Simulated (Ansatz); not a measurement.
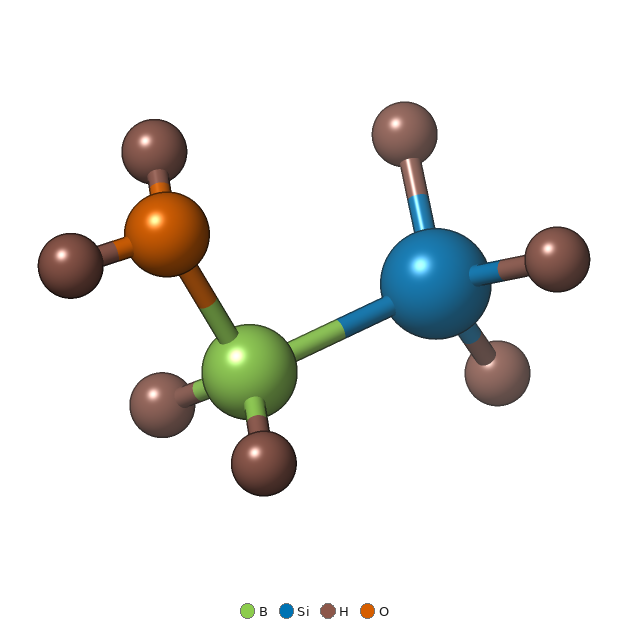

Ball-and-stick drawing of a structure.

> Which formula does it have?

BH7OSi, 10 atoms: 1 boron, 7 hydrogen, 1 oxygen and 1 silicon.

> How many bonds of each kind are drawn?

3 Si–H, 2 B–H, 2 O–H, 1 B–Si, 1 B–O. Sticks follow a distance rule.

> How many atoms are distinct by symmetry?

10: 1 B, 1 Si, 1 H, 1 H, 1 H, 1 O, 1 H, 1 H, 1 H, 1 H.

More results for the same structure follow; atom numbers are the same in all pictures, views and colours differ. The geometry was computed by an optimisation with PBE0-D4/def2-TZVP.

### Dipole moment

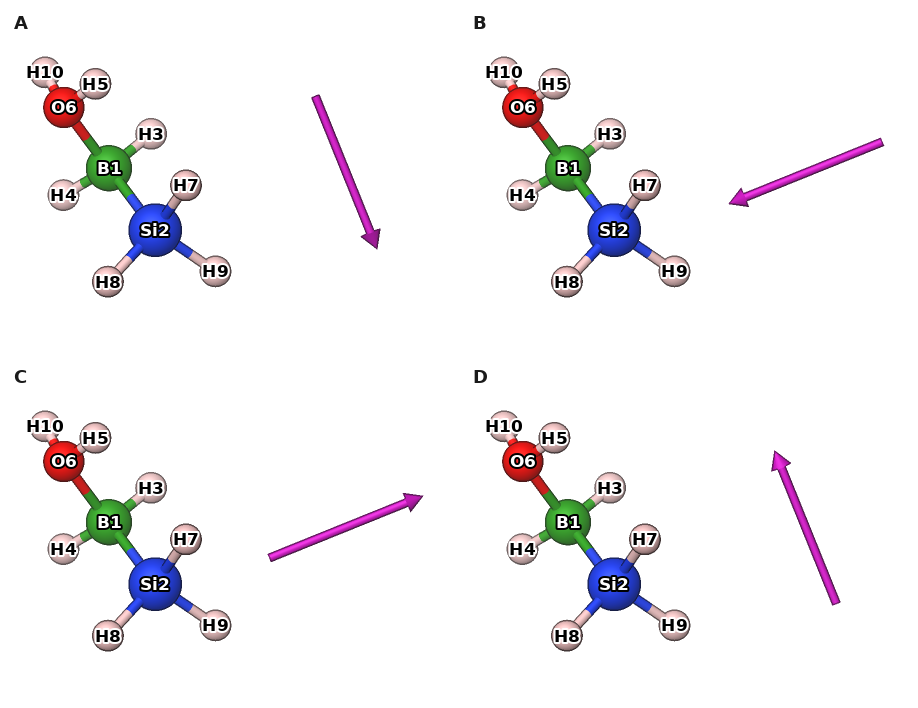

The same molecule four times, each with an arrow. Properties computed with RKS PBE0-D4/def2-TZVP (Ansatz 0.2.0).

> Which arrow points along the dipole moment, from the negative to the positive end?

D. The dipole moment is 4.96 D; it points from the side of H9 to the side of H10 (the outermost atoms at the two ends).

### Electronic properties

Method: RKS PBE0-D4/def2-TZVPP (Ansatz 0.2.0).

What does the calculation give?

- HOMO energy (Kohn–Sham orbital): −7.29 eV
- LUMO energy (Kohn–Sham orbital): −0.70 eV
- HOMO–LUMO gap: 6.59 eV
- dispersion correction: −11.9 kJ/mol

### Charges

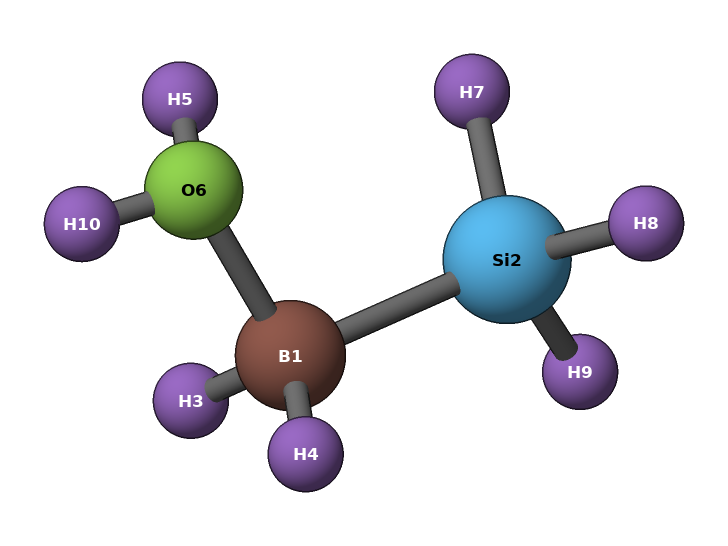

The questions are on Mulliken charges. Method: RKS PBE0-D4/def2-TZVP (Ansatz 0.2.0).

> Which atom carries the highest charge (most positive or least negative)?

H5, H10 (0.38 e).

> And the lowest?

O6 (−0.40 e).

List the Mulliken charges.

```csv
atom,value (e)
B1,−0.17
Si2,−0.03
H3,0.00
H4,0.00
H5,0.38
O6,−0.40
H7,−0.07
H8,−0.04
H9,−0.03
H10,0.38
```

Mulliken values depend strongly on the basis set and can even reverse the polarity of a bond.
